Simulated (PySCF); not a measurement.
# C2H2Al (SMILES C#[C][AlH+]) (charge +1): what the fields show

Input

```
# C#[C][AlH+]
from pyscf import gto, dft

system = gto.Mole()
system.atom = '''
C     -2.093952    -1.709158     0.151112
C     -0.940389    -1.560226    -0.230426
Al     0.778434    -1.344821    -0.805833
H     -3.113442    -1.839937     0.488551
H      2.236541    -1.162140    -1.293315
'''
system.max_memory = 3720
system.verbose = 3
system.basis = 'def2-tzvpd'
system.charge = 1
system.build()

myscf = dft.RKS(system)
myscf.xc = 'pbe0'
myscf = myscf.density_fit(auxbasis='def2-universal-jkfit')
myscf.conv_tol = 1e-09
myscf.grids.level = 3
myscf.max_cycle = 100
myscf.kernel()
if not myscf.converged:
    myscf = myscf.newton().run(myscf.mo_coeff, myscf.mo_occ)

energy = myscf.e_tot
print('E(%s) = %.9f' % ('PBE0', energy))
grad = myscf.nuc_grad_method().kernel()
myscf.analyze()
```

Command:

```sh
OMP_NUM_THREADS=2 python calc.py
```

Geometry: B3LYP-D3(BJ)/def2-SVP.

Theory: Gaussian-basis quantum chemistry of an isolated molecule with PySCF, energy and nuclear gradient, functional PBE0 (PySCF 2.14.0).

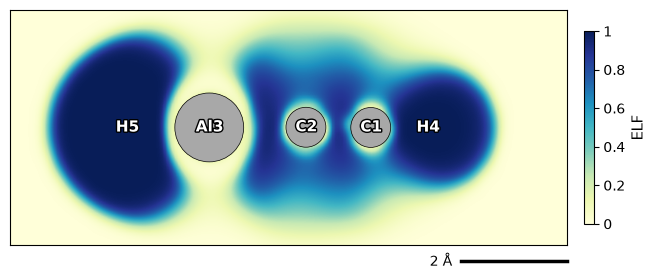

Figure 1. Electron localisation function on a plane that holds the molecular axis. Grey discs cover the atomic cores.

**What do the fields say about this system?**

- The plane passes through C, Al and H nuclei.
- C–C (1.22 Å): the ELF peaks at about 0.85 between the atoms; a short, multiple covalent bond.
- C–Al (1.83 Å): the ELF peaks at about 0.95 in the valence shell of C, 0.7 Å from its nucleus, and is about 0.75 at the midpoint.
- C–H (1.08 Å): the ELF climbs to about 1 towards the hydrogen, as it does in any bond to H; a covalent bond by its length.
- Al–H (1.55 Å): the ELF climbs to about 1 towards the hydrogen.

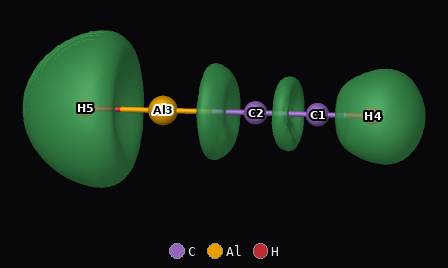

Figure 2. Isosurface of the electron localisation function at 0.85 (green), seen from one side. Only the valence region is drawn (cores and ρ < 0.01 e/Å³ removed).

**What do the ELF domains correspond to?**

At this value the surface marks out one region between bonded Al–C atoms (shared pairs), one region between bonded C–C atoms (shared pairs) and two regions around hydrogen nuclei.

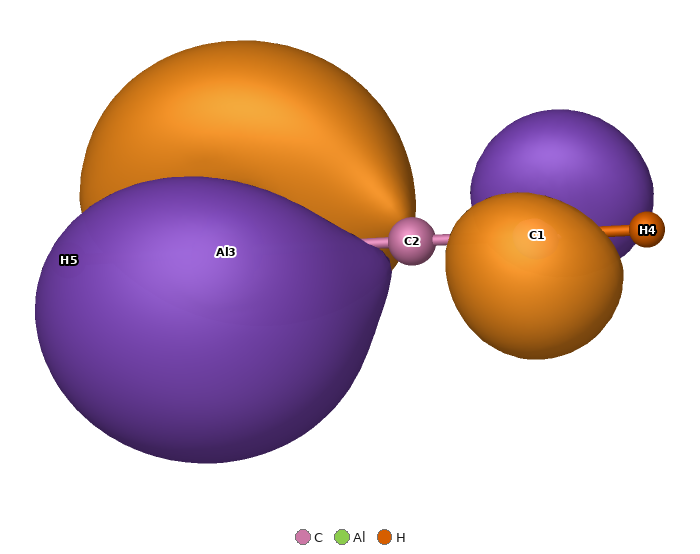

Figure 3. The LUMO at ±0.1 Å⁻³ᐟ² (orange and purple are the two phases), seen from one side.

**Where does this orbital lie, and at what energy?**

It lies mainly on Al3 (about 70 %), C1 (about 15 %) and C2 (about 10 %). It is one of a degenerate set, so its orientation is arbitrary. Its energy is −7.71 eV.
